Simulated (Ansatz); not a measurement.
```yaml
crystal:
  periodic: [false, false, false]
  atoms:
    - {symbol: C, position_ang: [-0.420677, 0.662677, -0.094773]}
    - {symbol: O, position_ang: [-0.642070, -0.838029, -0.329485]}
    - {symbol: Ge, position_ang: [0.503381, -2.162683, -0.046199]}
    - {symbol: H, position_ang: [-0.567531, 1.259992, -1.137927]}
    - {symbol: H, position_ang: [0.582390, 0.869001, 0.296259]}
    - {symbol: H, position_ang: [-1.163942, 1.033535, 0.617631]}
    - {symbol: H, position_ang: [1.699989, -1.211986, 0.489323]}
basis:
  gaussian: {orbitals: def2-TZVPP}
hamiltonian: {xc: pbe, dispersion: d4}
```

Geometry: moved along internal coordinates away from the minimum.

Work out the structure from the coordinates.

The molecule is CH₄GeO. Its SMILES string is `C[O][GeH]`. Coordination: 1 C tetrahedral; 1 O bent; 1 Ge bent.

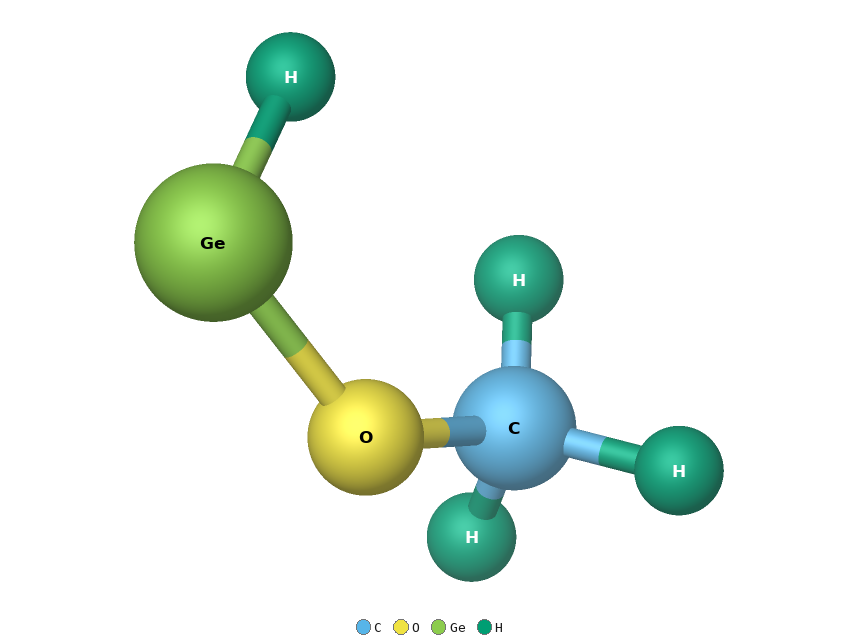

Figure made from data computed with Ansatz.
